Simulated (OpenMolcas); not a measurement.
AlBH$_{4}$: excited-state calculation (part 1 of 2)

System: AlBH$_{4}$.
Method: CASSCF/ANO-L-VDZP, PCM solvent ethylether (OpenMolcas 26.06).

The geometry comes from this level: GFN2-xTB.

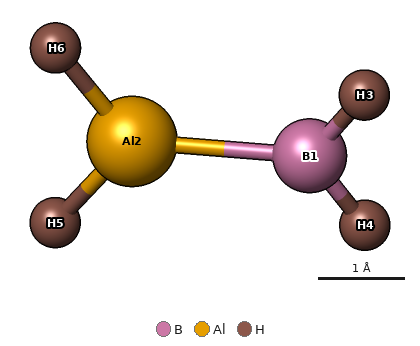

Figure 1. The structure as given in the input (ball-and-stick view, seen at an oblique angle; atoms are numbered from 1 in the order of the input). Sticks mark near contacts.

**Input**
```
>>> EXPORT MOLCAS_PRINT=2

&gateway
  xbas
  B.ANO-L-VDZP
  Al.ANO-L-VDZP
  H.ANO-L-VDZP
  End of Basis
  zmat
  B1
  Al2 1 2.086937
  H3 1 1.179995 2 123.18145
  H4 1 1.18006 3 113.729 2 179.86467
  H5 2 1.565252 1 125.14566 3 -177.50239
  H6 2 1.565226 5 109.61649 1 179.9595
  End of ZMAT
  ricd
  rf-input
  PCM-Model
  Solvent=ethylether
  End of RF-Input

&seward

&rasscf
  fileorb = $CurrDir/step2.RasOrb
  spin = 1
  nactel = 2 0 0
  inactive = 10
  ras2 = 2
  ciroot = 3 3 1
  orblisting = Few
  orbappear = Compact
  rfroot = 1
```

Run on 1 thread of Arm Neoverse V2, 24 GiB of memory available, shared host.

Launch command:
```bash
export MOLCAS_MEM=1860
pymolcas step8.inp > step8.log
```

**The program's output**
```
--- Start Module: gateway ---

                                              &GATEWAY

                       available to each process: 1.9 GB of memory, 1 thread

++    Symmetry information:
      ---------------------

                    Character Table for C1

                             E
                    a        1  x, y, xy, Rz, z, xz, Ry, yz, Rx, I
--

++    Basis set information:
      ----------------------

      Basis set label: B.ANO-L...3S2P1D.

      Electronic valence basis set:
      ------------------
      Associated Effective Charge   5.000000 au
      Associated Actual Charge      5.000000 au
      Nuclear Model: Point charge

      Shell  nPrim  nBasis  Cartesian Spherical Contaminant
         s      14       3        X
         p       9       2        X
         d       4       1                 X

      Basis set label: AL.ANO-L...4S3P1D.

      Electronic valence basis set:
      ------------------
      Associated Effective Charge  13.000000 au
      Associated Actual Charge     13.000000 au
      Nuclear Model: Point charge

      Shell  nPrim  nBasis  Cartesian Spherical Contaminant
         s      17       4        X
         p      12       3        X
         d       5       1                 X

      Basis set label: H.ANO-L...2S1P.

      Electronic valence basis set:
      ------------------
      Associated Effective Charge   1.000000 au
      Associated Actual Charge      1.000000 au
      Nuclear Model: Point charge

      Shell  nPrim  nBasis  Cartesian Spherical Contaminant
         s       8       2        X
         p       4       1        X
--

++    Molecular structure info:
      -------------------------

                    ************************************************
                    **** Cartesian Coordinates / bohr, angstrom ****
                    ************************************************

     Center  Label                x              y              z                     x              y              z
        1      B1               0.000000       0.000000       0.000000              0.000000       0.000000       0.000000
        2      AL2              0.000000       0.000000       3.943739              0.000000       0.000000       2.086937
        3      H3               1.866269       0.000000      -1.220389              0.987587       0.000000      -0.645802
        4      H4              -1.868324       0.004822      -1.217457             -0.988674       0.002552      -0.644250
        5      H5              -2.416349      -0.105399       5.646474             -1.278677      -0.055775       2.987985
        6      H6               2.413483       0.107245       5.650335              1.277160       0.056752       2.990028

                    ***************************************
                    *    InterNuclear Distances / bohr    *
                    ***************************************

               1 B1            2 AL2           3 H3            4 H4            5 H5            6 H6
    1 B1       0.000000
    2 AL2      3.943739        0.000000
    3 H3       2.229867        5.491009        0.000000
    4 H4       2.229990        5.488952        3.734596        0.000000
    5 H5       6.142680        2.957898        8.093561        6.886655        0.000000
    6 H6       6.145135        2.957848        6.893315        8.093881        4.834512        0.000000

                    *******************************************
                    *    InterNuclear Distances / angstrom    *
                    *******************************************

               1 B1            2 AL2           3 H3            4 H4            5 H5            6 H6
    1 B1       0.000000
    2 AL2      2.086937        0.000000
    3 H3       1.179995        2.905717        0.000000
    4 H4       1.180060        2.904629        1.976263        0.000000
    5 H5       3.250566        1.565252        4.282928        3.644261        0.000000
    6 H6       3.251865        1.565226        3.647785        4.283097        2.558314        0.000000

                    **************************************
                    *    Valence Bond Angles / degree    *
                    **************************************
                          Atom centers                 Phi
                      3 H3       1 B1       4 H4       113.73
                      5 H5       2 AL2      6 H6       109.62
--

            Nuclear Potential Energy             37.13189064 au

--- Stop Module: gateway /rc=_RC_ALL_IS_WELL_ ---

--- Start Module: seward ---

                                              &SEWARD

                       available to each process: 1.9 GB of memory, 1 thread

               SEWARD will generate:
                  Multipole Moment integrals up to order  2
                  Kinetic Energy integrals
                  Nuclear Attraction integrals (point charge)
                  One-Electron Hamiltonian integrals
                  Velocity integrals
                  Reaction Field integrals (PCM)
                  Orbital angular momentum around ( -0.0001   0.0002   2.7447 )
                  Velocity quadrupole around ( -0.0001   0.0002   2.7447 )
                  RI decomposed two-electron repulsion integrals stored Cholesky style
                   - acCD auxiliary basis
                   - CD Threshold:   1.00E-04

                   Integrals are discarded if absolute value <: 1.00E-14
                   Integral cutoff threshold is set to       <: 1.00E-16

            Nuclear Potential Energy             37.13189064 au

      Basis set specifications :
      Symmetry species         a
      Basis functions           52

--- Stop Module: seward /rc=_RC_ALL_IS_WELL_ ---

--- Start Module: rasscf ---

                                              &RASSCF

                       available to each process: 1.9 GB of memory, 1 thread

      Header of the ONEINT file:
      --------------------------

      OrdInt status: non-squared

      Cartesian coordinates in angstrom:
      -----------------------------------------------------
      No.  Label        X            Y            Z
      -----------------------------------------------------
       1   B1         0.00000000   0.00000000   0.00000000
       2   AL2        0.00000000   0.00000000   2.08693700
       3   H3         0.98758684   0.00000000  -0.64580216
       4   H4        -0.98867422   0.00255161  -0.64425025
       5   H5        -1.27867698  -0.05577480   2.98798538
       6   H6         1.27716006   0.05675181   2.99002828
      -----------------------------------------------------
      Nuclear repulsion energy =   37.13189064

++    Wave function specifications:
      -----------------------------

      Number of closed shell electrons          20
      Number of electrons in active shells       2
      Max number of holes in RAS1 space          0
      Max nr of electrons in RAS3 space          0
      Number of inactive orbitals               10
      Number of active orbitals                  2
      Number of secondary orbitals              40
      Spin quantum number                      0.0
      State symmetry                             1
--

++    Orbital specifications:
      -----------------------

      Symmetry species                           1
                                                 a
      Frozen orbitals                            0
      Inactive orbitals                         10
      Active orbitals                            2
      RAS1 orbitals                              0
      RAS2 orbitals                              2
      RAS3 orbitals                              0
      Secondary orbitals                        40
      Deleted orbitals                           0
      Number of basis functions                 52
--

++    CI expansion specifications:
      ----------------------------

      Number of CSFs                             3
      Number of spin combinations                3
      Number of determinants                     4
      Number of root(s) required                 3
      Root chosen for geometry opt.              3
      CI roots used                              1     2     3
      weights                                0.333 0.333 0.333
      highest root included in the CI            3
      max. size of the explicit Hamiltonian      3
--

++    Optimization specifications:
      ----------------------------

      RASSCF algorithm: LK RI/DF
      Maximum number of macro iterations       200
      Maximum number of SX iterations          100
      Threshold for RASSCF energy            1.000E-08
      Threshold for max MO rotation          1.000E-01
      Threshold for max BLB element          1.000E-04
      Level shift parameter                  5.000E-01
      Make Quasi-Newton update

      Polarizable Continuum Model (PCM) activated
      Solvent: ethylether
      Version: Dielectric
      Average area for surface element on the cavity boundary: 0.4000 angstrom^2
      Minimum radius for added spheres: 0.2000 angstrom
      Calculation type: equilibrium

      Reaction field from state:            1
--

      The MO-coefficients are taken from the file:
      step2.RasOrb
      Title: RASSCF average (pseudo-natural) orbitals

      Total molecular charge    0.00

      ************************************************************************************************************************
      *                                            Wave function control section                                             *
      ************************************************************************************************************************

                                         RASSCF iterations: Energy and convergence statistics
                                         ----------------------------------------------------

          iter iter root      energy       change     param      element    value   shift minimum  type update hh:mm:ss
 Nr of preliminary CI iterations:   1
        1   1    6    0  -268.84099666    0.00E+00   2.54E-02   10  38 1  9.95E-02*  0.32   0.00    SX    NO    0:00:00
        2   1    5    0  -268.85593557   -1.49E-02* -1.21E-02   10  38 1  3.71E-02*  0.31   0.00    SX    NO    0:00:00
        3   1    5    0  -268.85979527   -3.86E-03* -7.45E-03   10  38 1  1.41E-02*  0.31   0.00    SX    NO    0:00:00
        4   1    5    0  -268.86107826   -1.28E-03* -4.71E-03    8  20 1  7.26E-03*  0.31   0.00    SX    NO    0:00:00
        5   1    5    0  -268.86158140   -5.03E-04* -7.12E-03   10  21 1 -4.45E-03*  0.31   1.13    QN   YES    0:00:00
        6   1    4    0  -268.86202570   -4.44E-04*  8.95E-04   10  38 1 -8.19E-04*  0.31   1.01    QN   YES    0:00:00
        7   1    4    0  -268.86203400   -8.30E-06* -1.41E-03   10  38 1 -4.35E-04*  0.31   1.07    QN   YES    0:00:00
        8   1    4    0  -268.86202842    5.57E-06* -8.93E-04   10  21 1  2.16E-04*  0.31   0.09    LS   YES    0:00:00
        9   1    4    0  -268.86203174   -3.31E-06* -1.55E-03   11  13 1  2.70E-04*  0.31   0.93    QN   YES    0:00:00
       10   1    4    0  -268.86202352    8.22E-06* -1.02E-03   10  38 1  2.24E-04*  0.31   0.05    LS   YES    0:00:00
       11   1    4    0  -268.86202909   -5.57E-06* -1.42E-03   11  13 1  2.12E-04*  0.31   0.96    QN   YES    0:00:00
       12   1    4    0  -268.86202197    7.12E-06* -9.48E-04   10  38 1  1.63E-04*  0.31   0.04    LS   YES    0:00:00
       13   1    4    0  -268.86202683   -4.86E-06* -1.18E-03   11  13 1  1.59E-04*  0.31   0.97    QN   YES    0:00:00
       14   1    4    0  -268.86202151    5.32E-06* -7.97E-04   10  38 1  1.06E-04*  0.31   0.03    LS   YES    0:00:00
       15   1    4    0  -268.86202516   -3.65E-06* -9.25E-04   11  13 1  1.15E-04*  0.31   0.98    QN   YES    0:00:00
       16   1    4    0  -268.86202146    3.70E-06* -6.29E-04   10  38 1  6.52E-05   0.31   0.03    LS   YES    0:00:00
       17   1    4    0  -268.86202402   -2.56E-06* -6.94E-04   11  13 1  8.01E-05   0.31   0.98    QN   YES    0:00:00
       18   1    3    0  -268.86202155    2.46E-06* -4.74E-04   10  38 1  3.86E-05   0.31   0.02    LS   YES    0:00:00
       19   1    4    0  -268.86202326   -1.71E-06* -5.03E-04   10  21 1  6.18E-05   0.31   0.98    QN   YES    0:00:00
       20   1    3    0  -268.86202168    1.58E-06* -3.45E-04   10  38 1  2.20E-05   0.31   0.02    LS   YES    0:00:00
       21   1    3    0  -268.86202278   -1.10E-06* -3.55E-04   10  21 1  4.76E-05   0.31   0.99    QN   YES    0:00:00
       22   1    3    0  -268.86202180    9.83E-07* -2.44E-04   10  38 1  1.20E-05   0.31   0.02    LS   YES    0:00:00
       23   1    3    0  -268.86202249   -6.90E-07* -2.46E-04   10  21 1  3.53E-05   0.31   0.99    QN   YES    0:00:00
       24   1    3    0  -268.86202190    5.91E-07* -1.69E-04   10  12 1  8.12E-06   0.31   0.02    LS   YES    0:00:00
       25   1    3    0  -268.86202232   -4.18E-07* -1.84E-04   10  21 1  2.52E-05   0.31   0.99    QN   YES    0:00:00
       26   1    3    0  -268.86202198    3.40E-07* -1.27E-04   10  12 1  6.59E-06   0.31   0.01    LS   YES    0:00:00
       27   1    3    0  -268.86202222   -2.43E-07* -1.46E-04   10  21 1  1.74E-05   0.31   0.99    QN   YES    0:00:00
       28   1    3    0  -268.86202204    1.84E-07* -1.00E-04   10  12 1  5.32E-06   0.31   0.01    LS   YES    0:00:00
       29   1    3    0  -268.86202217   -1.33E-07* -1.16E-04   10  12 1  1.26E-05   0.31   0.99    QN   YES    0:00:00
       30   1    3    0  -268.86202208    8.82E-08* -7.99E-05   11  13 1 -4.40E-06   0.31   0.02    LS   YES    0:00:00
       31   1    3    0  -268.86202215   -6.60E-08* -9.33E-05   10  12 1  1.00E-05   0.31   0.99    QN   YES    0:00:00
       32   1    3    0  -268.86202211    3.16E-08* -6.36E-05   11  13 1 -3.78E-06   0.31   0.03    LS   YES    0:00:00
       33   1    3    0  -268.86202214   -2.58E-08* -7.51E-05   10  12 1  7.88E-06   0.31   0.98    QN   YES    0:00:00
       34   1    3    0  -268.86202214   -7.73E-10   9.83E-06   11  13 1 -3.20E-06   0.31   0.72    QN   YES    0:00:00
      Convergence after 34 iterations
       35   1    3    0  -268.86202217   -2.51E-08*  9.83E-06   11  13 1 -2.64E-06   0.31   0.72    QN   YES    0:00:00

      ************************************************************************************************************************
                                                      Wave function printout:
                       occupation of active orbitals, and spin coupling of open shells (u,d: Spin up or down)
      ************************************************************************************************************************

      Note: transformation to natural orbitals
      has been made, which may change the order of the CSFs.

      printout of CI-coefficients larger than  0.05 for root  1
      energy=    -268.995497
      conf/sym  11     Coeff  Weight
             1  20   0.22704 0.05155
             2  ud   0.69607 0.48452
             3  02   0.68113 0.46394

      printout of CI-coefficients larger than  0.05 for root  2
      energy=    -268.870015
      conf/sym  11     Coeff  Weight
             1  20   0.64223 0.41245
             2  ud   0.41876 0.17536
             3  02  -0.64202 0.41219

      printout of CI-coefficients larger than  0.05 for root  3
      energy=    -268.720554
      conf/sym  11     Coeff  Weight
             1  20   0.73212 0.53600
             2  ud  -0.58320 0.34013
             3  02   0.35196 0.12388

      Natural orbitals and occupation numbers for root  1
      sym 1:   0.015472   1.984528

      Natural orbitals and occupation numbers for root  2
      sym 1:   1.000293   0.999707

      Natural orbitals and occupation numbers for root  3
      sym 1:   1.984528   0.015472
```
